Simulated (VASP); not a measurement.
Band structure of Bi (a7). All values below come from r2SCAN+rVV10, VASP's PBE PAW potentials (set 64) (plane waves; VASP).

Unless said otherwise, spin-orbit coupling is left out, though it shifts the bands of the heavy elements here.

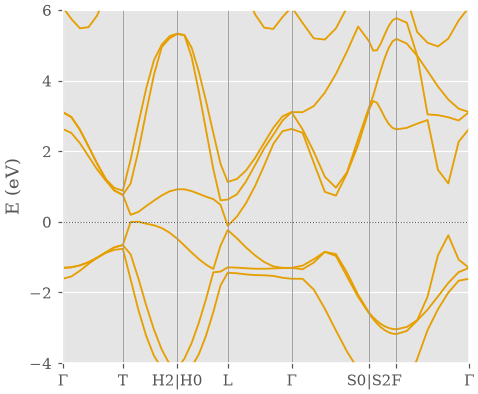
Figure. Bands along high-symmetry lines, zero at the valence-band maximum or, without a gap, the Fermi level

Task: Read the plot: is there a gap, and where are the band edges?

Result: It has no gap at this level: it comes out as a metal or semimetal.

The compound is Bi in the a7 structure. It was relaxed first.
